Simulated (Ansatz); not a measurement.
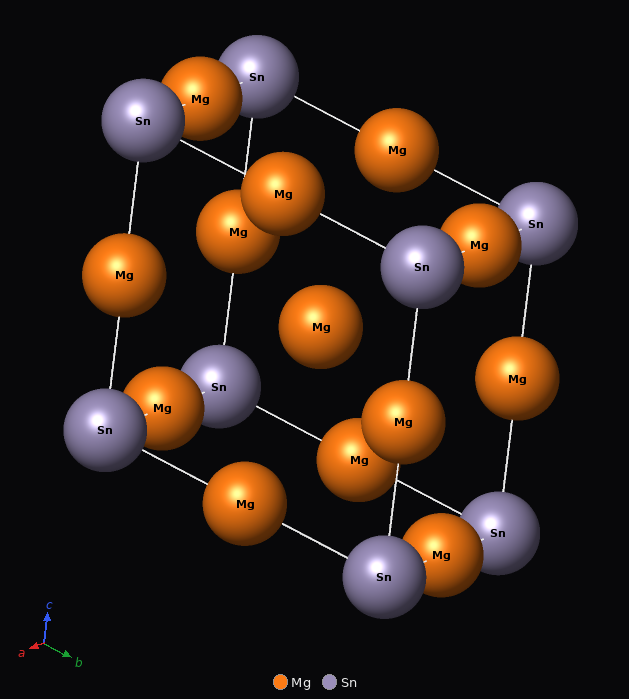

Spheres-only model, viewed slightly off an axis. The parallelepiped is the simulation cell.

```yaml
crystal:
  lattice:
    - [-3.34815, 3.34815, 3.34815]
    - [3.34815, -3.34815, 3.34815]
    - [3.34815, 3.34815, -3.34815]
  atoms:
    - { symbol: Mg, position: [0.00000, 0.00000, 0.50000] }
    - { symbol: Mg, position: [0.50000, 0.00000, 0.00000] }
    - { symbol: Mg, position: [0.00000, 0.50000, 0.00000] }
    - { symbol: Mg, position: [0.50000, 0.50000, 0.50000] }
    - { symbol: Sn, position: [0.00000, 0.00000, 0.00000] }
```

Theory: DFT PBE, scalar-relativistic, plane waves, PAW in Ansatz 0.2.0. Numerical settings: E_cut = 420 eV, 8×8×8 k-points, Gaussian smearing of 0.1 eV, no spin polarisation.

**How are the electrons shared out in a Bader analysis?**

Mg +0.82 e; Sn -3.27 e.

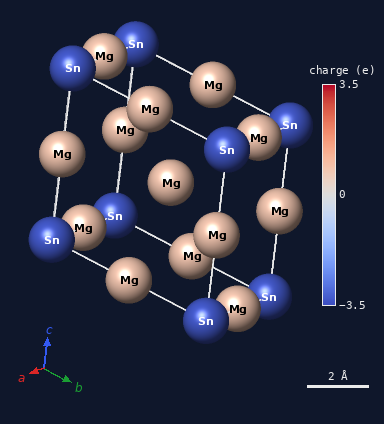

The atoms coloured by those charges.

The structure was taken from a structure type filled with these elements by a generator (whether the compound takes this form wasn't checked). Earlier steps of the study may have refined or changed the cell and positions. A calculation with Ansatz used it as input.
